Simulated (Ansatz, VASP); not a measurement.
# Cross-check of MoS2 between VASP and Ansatz, part 2 of 3

One calculation is typed for both programs; each brings its own data sets. How far apart do they land?  Valence electrons are named where the data sets of a main pair hold unlike numbers.

VASP 6.6.1 and Ansatz 0.2.0.

So far: The structure; VASP: band structure, LDA; Ansatz: band structure, LDA.

The database entry behind the starting cell differs from later determinations by our own check (about 0.3 % long), so it need not match the best structure at ambient conditions.

## Step 4: Comparison

Known differences besides the potentials themselves: the two LDA forms differ slightly; the cutoff is 420 eV in Ansatz and 400 eV in VASP; Ansatz makes its cores anew for this functional, VASP keeps those of its PBE data sets; VASP's log shows a relativistic correction to its local exchange, Ansatz's none. Total energies have different zeros and are not compared.

The two programs side by side:

```csv
quantity,Ansatz,VASP,difference
pressure (GPa),-5.67,-5.37,-0.30
gap over the path points (eV),0.797,0.809,-0.011
```

Forces (eV/Å; atoms numbered as in POSCAR):

```csv
atom,"Ansatz x, y, z","VASP x, y, z"
Mo1,"0.000, 0.000, 0.000","0.000, 0.000, 0.000"
Mo2,"0.000, 0.000, 0.000","0.000, 0.000, 0.000"
S3,"0.000, 0.000, 0.474","0.000, 0.000, 0.410"
S4,"0.000, 0.000, 0.474","0.000, 0.000, 0.410"
S5,"0.000, 0.000, -0.474","0.000, 0.000, -0.410"
S6,"0.000, 0.000, -0.474","0.000, 0.000, -0.410"
```

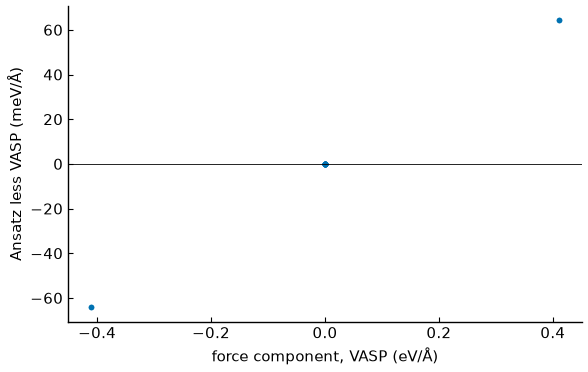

Difference of the force components against their size.

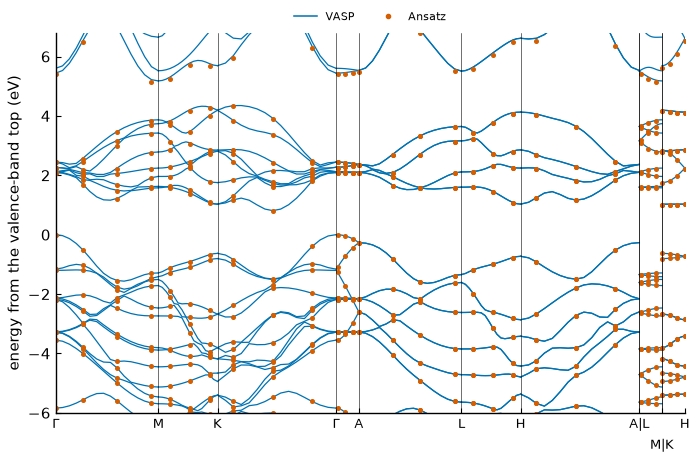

Bands from VASP (lines) and levels from Ansatz (dots). Dots without a line are higher empty bands that the VASP plot leaves out.

Levels at points of the path, from each program's valence-band top (eV; 4 filled, then empty):

```csv
k (reciprocal lattice),Ansatz,VASP
0.000 0.000 0.000,-2.14 -1.20 -1.16 0.00 2.08 2.08 2.11,-2.13 -1.20 -1.16 0.00 2.09 2.09 2.12
0.133 0.000 0.000,-2.03 -1.20 -1.03 -0.52 1.68 1.83 1.96,-2.03 -1.19 -1.03 -0.52 1.69 1.85 1.97
0.300 0.000 0.000,-2.12 -1.86 -1.77 -1.55 1.21 1.48 1.67,-2.12 -1.86 -1.77 -1.54 1.22 1.49 1.68
0.467 0.000 0.000,-1.73 -1.53 -1.48 -1.30 1.56 1.61 1.91,-1.73 -1.53 -1.47 -1.30 1.57 1.62 1.92
0.467 0.067 0.000,-2.11 -1.89 -1.28 -1.12 1.58 1.63 1.96,-2.10 -1.89 -1.27 -1.11 1.59 1.64 1.97
0.411 0.178 0.000,-2.78 -2.33 -1.10 -0.91 1.39 1.49 2.25,-2.79 -2.33 -1.10 -0.90 1.40 1.50 2.27
0.356 0.289 0.000,-2.77 -2.54 -0.85 -0.68 1.06 1.08 1.77,-2.78 -2.55 -0.85 -0.67 1.07 1.10 1.79
0.289 0.289 0.000,-2.76 -2.38 -1.00 -0.84 1.16 1.30 1.83,-2.77 -2.38 -0.99 -0.83 1.17 1.31 1.85
0.178 0.178 0.000,-1.80 -1.68 -1.51 -1.49 0.80 1.61 1.72,-1.80 -1.69 -1.51 -1.49 0.81 1.62 1.73
0.067 0.067 0.000,-1.98 -1.19 -0.98 -0.39 1.80 1.83 1.95,-1.97 -1.19 -0.98 -0.39 1.81 1.85 1.97
```

The forces differ by 30 meV/Å r.m.s., which is 15.7 % of the r.m.s. force of 0.193 eV/Å (both taken over all components). Among the levels compared at these points, filled levels agree within 11 meV and empty ones within 22 meV.

## Step 5: What the set-up changes

Further runs change the set-up of one program: Ansatz's method, potentials or start, or VASP's data sets, cutoff or form of LDA. The table gives Ansatz less VASP for each quantity, since a change that brings one quantity closer may part another.

```csv
run,r.m.s. force difference (meV/Å),pressure (GPa),gap over the path points (eV)
as above,30,-0.30,-0.011
cores kept as stored,22,-0.16,-0.013
Ansatz's all-electron LAPW method,28,-0.25,-0.0083
Ansatz's larger PAW set (cutoff 640 eV),28,-0.26,-0.0083
norm-conserving potentials (cutoff 1088 eV),26,-0.21,-0.0065
```

## Step 6: VASP: band structure, PBE

Levels along a path test the potential and the projectors away from the mesh points.

File INCAR:

```
SYSTEM = MoS2
PREC = Accurate
ENCUT = 400
EDIFF = 1E-06
NELM = 100
ISMEAR = 0
SIGMA = 0.02
LREAL = .FALSE.
ALGO = Normal
GGA = PE
NBANDS = 42
LASPH = .TRUE.
LORBIT = 11
LWAVE = .FALSE.
LCHARG = .FALSE.
KPAR = 4
NCORE = 2
```

File POSCAR:

```
MoS2
1.0
    3.1690000000      0.0000000000      0.0000000000
   -1.5845000000      2.7444345046      0.0000000000
    0.0000000000      0.0000000000     12.3240000000
Mo S
2 4
Direct
    0.3333333333      0.6666666667      0.2500000000
    0.6666666667      0.3333333333      0.7500000000
    0.3333333333      0.6666666667      0.6230000000
    0.6666666667      0.3333333333      0.1230000000
    0.3333333333      0.6666666667      0.8770000000
    0.6666666667      0.3333333333      0.3770000000
```

File KPOINTS:

```
Automatic mesh
0
Gamma
5 5 2
0 0 0
```

File KPOINTS_OPT:

```
Line mode
16
Line-mode
Reciprocal
  0.00000000   0.00000000   0.00000000 GAMMA
  0.50000000   0.00000000   0.00000000 M

  0.50000000   0.00000000   0.00000000 M
  0.33333333   0.33333333   0.00000000 K

  0.33333333   0.33333333   0.00000000 K
  0.00000000   0.00000000   0.00000000 GAMMA

  0.00000000   0.00000000   0.00000000 GAMMA
  0.00000000   0.00000000   0.50000000 A

  0.00000000   0.00000000   0.50000000 A
  0.50000000   0.00000000   0.50000000 L

  0.50000000   0.00000000   0.50000000 L
  0.33333333   0.33333333   0.50000000 H

  0.33333333   0.33333333   0.50000000 H
  0.00000000   0.00000000   0.50000000 A

  0.50000000   0.00000000   0.50000000 L
  0.50000000   0.00000000   0.00000000 M

  0.33333333   0.33333333   0.00000000 K
  0.33333333   0.33333333   0.50000000 H
```

PAW data sets: Mo_sv and S (PBE family, release 64).

On the command line:

```bash
> mpirun -np 8 vasp_std
```

Numbers of over 12 decimals in the logs are rounded to 6 here.

The program printed:

```text
[banner, memory and clock lines left out]
running    8 mpi-ranks, on    1 nodes
[...]
LDA part: xc-table for (Slater+PW92), standard interpolation
 POSCAR, INCAR and KPOINTS ok, starting setup
[...]
entering main loop
       N       E                     dE             d eps       ncg     rms          rms(c)
DAV:   1     0.369086238262E+03    0.36909E+03   -0.24874E+04   920   0.956E+02
DAV:   2    -0.300046183663E+02   -0.39909E+03   -0.38329E+03  1026   0.292E+02
DAV:   3    -0.463391090122E+02   -0.16334E+02   -0.16112E+02  1016   0.560E+01
DAV:   4    -0.465655373900E+02   -0.22643E+00   -0.22610E+00  1056   0.698E+00
[...]
DAV:  13    -0.436086172377E+02   -0.15877E-04   -0.10165E-04   910   0.432E-02    0.106E-02
DAV:  14    -0.436086192646E+02   -0.20269E-05   -0.78178E-06   934   0.116E-02    0.886E-03
DAV:  15    -0.436086198248E+02   -0.56022E-06   -0.19687E-06   808   0.555E-03
   1 F= -.43608620E+02 E0= -.43608620E+02  d E =-.161704E-49
 Start KPOINTS_OPT (optional k-point list driver)
k-point batch [1-10\144]
       N       E                     dE             ncg
DAV:   1    -0.516660509746E+03   -0.42897E+04      928
DAV:   2    -0.464389562029E+04   -0.41272E+04     1028
DAV:   3    -0.480952730543E+04   -0.16563E+03     1008
DAV:   4    -0.481204189846E+04   -0.25146E+01     1024
DAV:   5    -0.481209054839E+04   -0.48650E-01     1008
DAV:   6    -0.481209188079E+04   -0.13324E-02     1104
DAV:   7    -0.481209191690E+04   -0.36110E-04     1008
DAV:   8    -0.481209191809E+04   -0.11920E-05      800
DAV:   9    -0.481209191817E+04   -0.75575E-07      680
[...]
k-point batch [141-144\144]
       N       E                     dE             ncg
DAV:   1     0.113822709748E+05   -0.80726E+04      368
DAV:   2     0.983296172649E+04   -0.15493E+04      384
DAV:   3     0.977075823475E+04   -0.62203E+02      422
DAV:   4     0.976997165460E+04   -0.78658E+00      384
DAV:   5     0.976995889154E+04   -0.12763E-01      400
DAV:   6     0.976995858975E+04   -0.30179E-03      400
DAV:   7     0.976995858296E+04   -0.67881E-05      400
DAV:   8     0.976995858280E+04   -0.16662E-06      272
```

From OUTCAR (step 6):

```text
  Total        0.9737300      0.9737300      1.2389715      0.0000000      0.0000000      0.0000000
  in kB       14.5553386     14.5553386     18.5201748      0.0000000      0.0000000      0.0000000
  external PRESSURE =      15.8769507 kB  Pullay stress =       0.0000000 kB

 POSITION                                       TOTAL-FORCE (eV/Angst)
 -----------------------------------------------------------------------------------
     -0.00000      1.82962      3.08100        -0.000000     -0.000000      0.000000
      1.58450      0.91481      9.24300         0.000000      0.000000      0.000000
     -0.00000      1.82962      7.67785         0.000000      0.000000      0.068073
      1.58450      0.91481      1.51585        -0.000000      0.000000      0.068073
     -0.00000      1.82962     10.80815         0.000000      0.000000     -0.068073
      1.58450      0.91481      4.64615        -0.000000     -0.000000     -0.068073
 -----------------------------------------------------------------------------------
    total drift:                               -0.000000      0.000000     -0.000000

  FREE ENERGIE OF THE ION-ELECTRON SYSTEM (eV)
  ---------------------------------------------------
  free  energy   TOTEN  =       -43.6086198248 eV

  energy  without entropy=      -43.6086198248  energy(sigma->0) =      -43.60861982

[... 2 parts as in an earlier step ...]

[... 1 further part left out ...]
[key lines of the parts left out:]
E-fermi :   7.6902
```

The run ends at a pressure of 1.59 GPa, with forces up to 0.068 eV/Å.

## Step 7: Ansatz: band structure, PBE

The same cell, functional, mesh and smearing now go to Ansatz, which takes its cutoff from its data sets.

File input.yaml:

```yaml
crystal:
  lattice:
    - [3.169, 0.0, 0.0]
    - [-1.5845, 2.7444345046, 0.0]
    - [0.0, 0.0, 12.324]
  atoms:
    - { symbol: Mo, position: [0.3333333333, 0.6666666667, 0.25] }
    - { symbol: Mo, position: [0.6666666667, 0.3333333333, 0.75] }
    - { symbol: S, position: [0.3333333333, 0.6666666667, 0.623] }
    - { symbol: S, position: [0.6666666667, 0.3333333333, 0.123] }
    - { symbol: S, position: [0.3333333333, 0.6666666667, 0.877] }
    - { symbol: S, position: [0.6666666667, 0.3333333333, 0.377] }
hamiltonian:
  xc: pbe
  pseudopotentials: { kind: paw }
kpoints:
  mp_grid: { grid: [5, 5, 2] }
  band_path:
    path:
      - [0.0, 0.0, 0.0]
      - [0.13333, 0.0, 0.0]
      - [0.3, 0.0, 0.0]
      - [0.46667, 0.0, 0.0]
      - [0.46667, 0.06667, 0.0]
      - [0.41111, 0.17778, 0.0]
      - [0.35556, 0.28889, 0.0]
      - [0.28889, 0.28889, 0.0]
      - [0.17778, 0.17778, 0.0]
      - [0.06667, 0.06667, 0.0]
      - [0.0, 0.0, 0.03333]
      - [0.0, 0.0, 0.2]
      - [0.0, 0.0, 0.36667]
      - [0.0, 0.0, 0.5]
      - [0.16667, 0.0, 0.5]
      - [0.3, 0.0, 0.5]
      - [0.46667, 0.0, 0.5]
      - [0.46667, 0.06667, 0.5]
      - [0.41111, 0.17778, 0.5]
      - [0.35556, 0.28889, 0.5]
      - [0.28889, 0.28889, 0.5]
      - [0.17778, 0.17778, 0.5]
      - [0.06667, 0.06667, 0.5]
      - [0.5, 0.0, 0.46667]
      - [0.5, 0.0, 0.3]
      - [0.5, 0.0, 0.13333]
      - [0.33333, 0.33333, 0.0]
      - [0.33333, 0.33333, 0.16667]
      - [0.33333, 0.33333, 0.33333]
      - [0.33333, 0.33333, 0.5]
    npoints: 1
scf:
  occupations: { method: gaussian, width: 0.02 }
  n_extra_bands: 9
output:
  forces: true
  stress: true
  eigenvalues: true
```

On the command line:

```bash
> ansatz run input.yaml --threads 4 --pin off --max-ram 9216MiB --backend cpu --events-out ev --progress --plain --runs-dir out
```

The program printed:

```text
[...]
Crystal: 6 atoms, lattice volume = 107.183 Å³
Basis set: ecut = 420 eV, 2081 PW (Γ), exchange–correlation on 48×48×180 points (8 copies of the dense FFT grid, shifted against one another)
Bands: 35, of which v1, the nominal top of the filled ones, is band 26 counted from 1 (25 counted from 0)
Symmetry: 24 space group operations
[...]
k-points: 10 of 50
[...]
k-point 0: bands = [... 22 lower, 8.7659, 9.7120, 9.7484, 10.8958, 12.9938, 12.9938, 13.0219, 13.0219, ... 5 higher]
  k-point 1: bands = [... 22 lower, 8.7426, 8.7426, 10.6294, 10.6294, 12.9992, 12.9992, 12.9992, 12.9992, ... 5 higher]
  k-point 2: bands = [... 22 lower, 8.7628, 9.5741, 9.6310, 9.8528, 12.2111, 12.6319, 12.8028, 12.8534, ... 5 higher]
  k-point 9: bands = [... 22 lower, 8.2495, 8.2495, 9.9669, 9.9669, 12.2962, 12.2962, 13.3034, 13.3034, ... 5 higher]
[key lines of the parts left out:]
SCF converged after 7 iterations
Free energy (F): -13525.541647 eV
Fermi energy:    11.358798 eV
P = ⅓ Tr σ = 1.9916 GPa (19.916 kbar)
```

Run time: 1.5 s. Hardware: 4 threads of Arm Neoverse V1, shared host; peak memory 0.4 GiB; 5.5 s of CPU time.

## Step 8: Comparison

Both answers:

```csv
quantity,Ansatz,VASP,difference
pressure (GPa),1.99,1.59,+0.40
gap over the path points (eV),0.873,0.887,-0.014
```

Forces (eV/Å; atoms numbered as in POSCAR):

```csv
atom,"Ansatz x, y, z","VASP x, y, z"
Mo1,"0.000, 0.000, 0.000","0.000, 0.000, 0.000"
Mo2,"0.000, 0.000, 0.000","0.000, 0.000, 0.000"
S3,"0.000, 0.000, 0.059","0.000, 0.000, 0.068"
S4,"0.000, 0.000, 0.059","0.000, 0.000, 0.068"
S5,"0.000, 0.000, -0.059","0.000, 0.000, -0.068"
S6,"0.000, 0.000, -0.059","0.000, 0.000, -0.068"
```

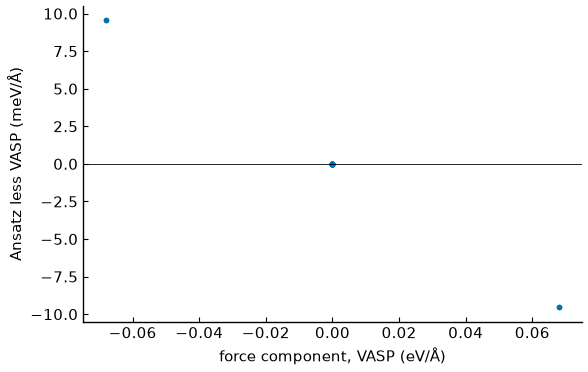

Difference of the force components against their size.

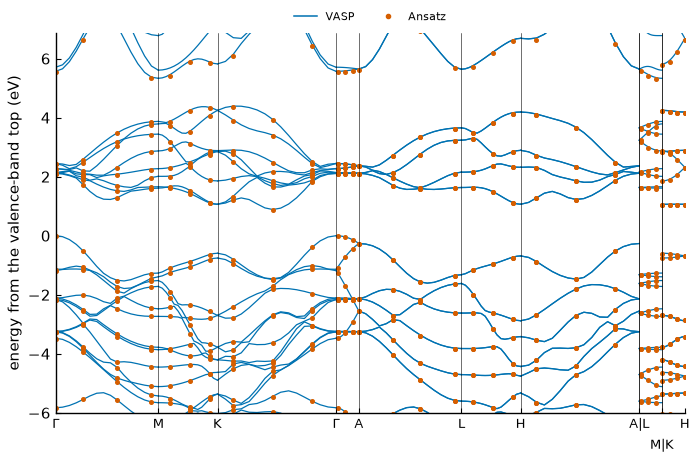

Bands from VASP (lines) and levels from Ansatz (dots). Dots without a line are higher empty bands that the VASP plot leaves out.

Levels at points of the path, from each program's valence-band top (eV; 4 filled, then empty):

```csv
k (reciprocal lattice),Ansatz,VASP
0.000 0.000 0.000,-2.13 -1.18 -1.15 0.00 2.10 2.10 2.13,-2.12 -1.18 -1.14 0.00 2.11 2.11 2.14
0.133 0.000 0.000,-2.02 -1.15 -1.06 -0.51 1.72 1.88 1.97,-2.01 -1.14 -1.06 -0.51 1.73 1.89 1.98
0.300 0.000 0.000,-2.12 -1.88 -1.73 -1.52 1.28 1.51 1.69,-2.11 -1.88 -1.72 -1.51 1.29 1.52 1.70
0.467 0.000 0.000,-1.74 -1.55 -1.45 -1.28 1.58 1.64 1.95,-1.73 -1.54 -1.44 -1.28 1.60 1.65 1.97
0.467 0.067 0.000,-2.11 -1.90 -1.26 -1.11 1.61 1.65 2.00,-2.10 -1.89 -1.25 -1.09 1.63 1.67 2.02
0.411 0.178 0.000,-2.79 -2.34 -1.07 -0.89 1.42 1.52 2.34,-2.80 -2.35 -1.05 -0.87 1.43 1.54 2.35
0.356 0.289 0.000,-2.79 -2.57 -0.82 -0.65 1.09 1.11 1.88,-2.80 -2.57 -0.80 -0.64 1.11 1.13 1.89
0.289 0.289 0.000,-2.78 -2.40 -0.96 -0.81 1.20 1.32 1.93,-2.79 -2.40 -0.94 -0.80 1.21 1.34 1.94
0.178 0.178 0.000,-1.82 -1.70 -1.50 -1.47 0.87 1.64 1.75,-1.81 -1.71 -1.49 -1.46 0.89 1.66 1.76
0.067 0.067 0.000,-1.97 -1.14 -1.01 -0.39 1.83 1.87 1.99,-1.96 -1.13 -1.01 -0.39 1.84 1.88 2.01
```

The forces differ by 4.5 meV/Å r.m.s., which is 14.0 % of the r.m.s. force of 0.032 eV/Å (both taken over all components). Among the levels compared at these points, filled levels agree within 14 meV and empty ones within 19 meV.

## Step 9: VASP: band structure, r2SCANh with an exact-exchange share of 0.1

Levels along a path test the potential and the projectors away from the mesh points.

The run reads the wave functions of an earlier VASP run, which isn't shown here.

INCAR: that of step 6 with these lines changed.

```diff
@@ -9,5 +9,9 @@
 ALGO = Normal
-GGA = PE
-NBANDS = 42
+LHFCALC = .TRUE.
+AEXX = 0.1
+METAGGA = R2SCAN
 LASPH = .TRUE.
+NBANDS = 32
+PRECFOCK = Fast
+HFRCUT = -1
 LORBIT = 11
@@ -16,2 +20 @@
 KPAR = 4
-NCORE = 2
```

POSCAR is that of step 6.

KPOINTS is that of step 6.

KPOINTS_OPT: that of step 6 with these lines changed.

```diff
@@ -1,3 +1,3 @@
 Line mode
-16
+6
 Line-mode
```

On the command line:

```bash
> mpirun -np 8 vasp_std
```

The program printed:

```text
[banner, memory and clock lines left out]
running    8 mpi-ranks, on    1 nodes
[...]
|                                                                             |
|           W    W    AA    RRRRR   N    N  II  N    N   GGGG   !!!           |
|           W    W   A  A   R    R  NN   N  II  NN   N  G    G  !!!           |
|           W    W  A    A  R    R  N N  N  II  N N  N  G       !!!           |
|           W WW W  AAAAAA  RRRRR   N  N N  II  N  N N  G  GGG   !            |
|           WW  WW  A    A  R   R   N   NN  II  N   NN  G    G                |
|           W    W  A    A  R    R  N    N  II  N    N   GGGG   !!!           |
|                                                                             |
|     For optimal performance we recommend to set                             |
|       NCORE = 2 up to number-of-cores-per-socket                            |
|     NCORE specifies how many cores store one orbital (NPAR=cpu/NCORE).      |
|     This setting can greatly improve the performance of VASP for DFT.       |
[...]
1 F= -.90705104E+02 E0= -.90705104E+02  d E =-.131045E-14
 Start KPOINTS_OPT (optional k-point list driver)
k-point batch [1-10\54]
       N       E                     dE             ncg
DAV:   1    -0.923176632293E+03   -0.12933E+05      736
DAV:   2    -0.535109324154E+04   -0.44279E+04      776
DAV:   3    -0.564453339726E+04   -0.29344E+03      800
DAV:   4    -0.565768284962E+04   -0.13149E+02      824
DAV:   5    -0.565802233088E+04   -0.33948E+00      880
DAV:   6    -0.565803486825E+04   -0.12537E-01      896
DAV:   7    -0.565803530591E+04   -0.43765E-03      824
DAV:   8    -0.565803532354E+04   -0.17633E-04      624
DAV:   9    -0.565803532438E+04   -0.83967E-06      480
[...]
k-point batch [51-54\54]
       N       E                     dE             ncg
DAV:   1     0.102452868253E+05   -0.81258E+04      296
DAV:   2     0.854634953495E+04   -0.16989E+04      304
DAV:   3     0.843198244414E+04   -0.11437E+03      344
DAV:   4     0.842766685189E+04   -0.43156E+01      304
DAV:   5     0.842760773480E+04   -0.59117E-01      328
DAV:   6     0.842760596731E+04   -0.17675E-02      296
DAV:   7     0.842760590141E+04   -0.65901E-04      320
DAV:   8     0.842760589899E+04   -0.24206E-05      232
DAV:   9     0.842760589890E+04   -0.86187E-07      192
```

OUTCAR, selected parts (step 9):

```text
 POSITION                                       TOTAL-FORCE (eV/Angst)
 -----------------------------------------------------------------------------------
     -0.00000      1.82962      3.08100         0.000000     -0.000000      0.000000
      1.58450      0.91481      9.24300        -0.000000      0.000000      0.000000
     -0.00000      1.82962      7.67785         0.000000      0.000000      0.416164
      1.58450      0.91481      1.51585        -0.000000     -0.000000      0.416164
     -0.00000      1.82962     10.80815         0.000000      0.000000     -0.416164
      1.58450      0.91481      4.64615         0.000000     -0.000000     -0.416164
 -----------------------------------------------------------------------------------
    total drift:                                0.000000      0.000000      0.000010

  FREE ENERGIE OF THE ION-ELECTRON SYSTEM (eV)
  ---------------------------------------------------
  free  energy   TOTEN  =       -90.7051037496 eV

  energy  without entropy=      -90.7051037496  energy(sigma->0) =      -90.70510375

[... 1 part as in an earlier step ...]

[... 2 further parts left out ...]
[key lines of the parts left out:]
E-fermi :   7.2095
```

The PAW data sets were made with PBE, which is usual practice but a small mismatch for other functionals.

(Part 2 of 3 ends here.)

[Lines on the potential files, build, host, timing and source positions are cut from VASP's logs without a mark.]

[Logs are printed without paths, hosts, clocks, repeated set-up lines and the standing remarks that a program may print on its own settings, such as how far it seeks lower states.]

[Hosts, paths, dates, database ids (printed as entryN), source tags and the programs' standing remarks are cut or masked in the printed files.]
